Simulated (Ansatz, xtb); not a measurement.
## C2H6Te (dimethyl telluride): methods side by side

C2H6Te: 9 atoms, total charge 0, spin state singlet. As SMILES, `C[Te]C`. Geometry: relaxed at PBE0-D4/def2-TZVP.

Quantity: the electronic atomisation energy, in eV. The values are calculated. Electronic energies at fixed atoms, without zero-point motion or spin-orbit coupling.

```
                             level                    kind  program  value (eV)
                          GFN0-xTB          semi-empirical      xtb       34.40
      HF/def2-SVP (core potential)            Hartree–Fock   Ansatz       23.51
  revPBE/def2-SVP (core potential)                     GGA   Ansatz       31.14
  r2SCAN/def2-SVP (core potential)                meta-GGA   Ansatz       31.73
   B3LYP/def2-SVP (core potential)           global hybrid   Ansatz       31.51
   HSE06/def2-SVP (core potential)  range-separated hybrid   Ansatz       31.78
 wB97M-V/def2-SVP (core potential)  range-separated hybrid   Ansatz       31.97
  B2PLYP/def2-SVP (core potential)           double hybrid   Ansatz       31.06
RPA@PBE0/def2-SVP (core potential)                     RPA   Ansatz       29.48
    CCSD/def2-SVP (core potential)   coupled cluster or CI   Ansatz       29.81
```

Correlated wave functions underbind in double-zeta sets. The values span 23.51 to 34.40 eV. GFN0-xTB: no spin polarisation, so open shells miss the exchange term that lowers them. In the correlated wave-function rows the outer d shell of Te is correlated, in sets not made for it.

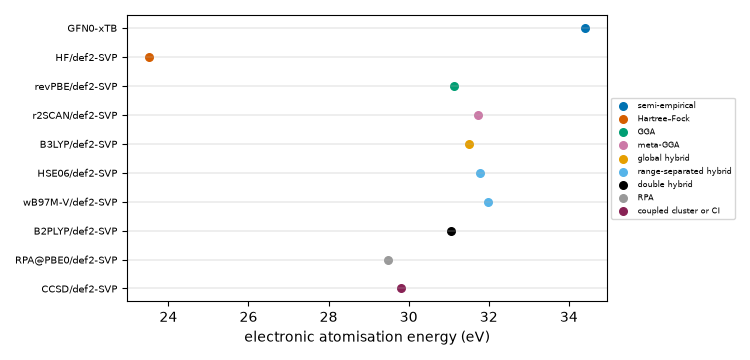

The values of the table, level by level.
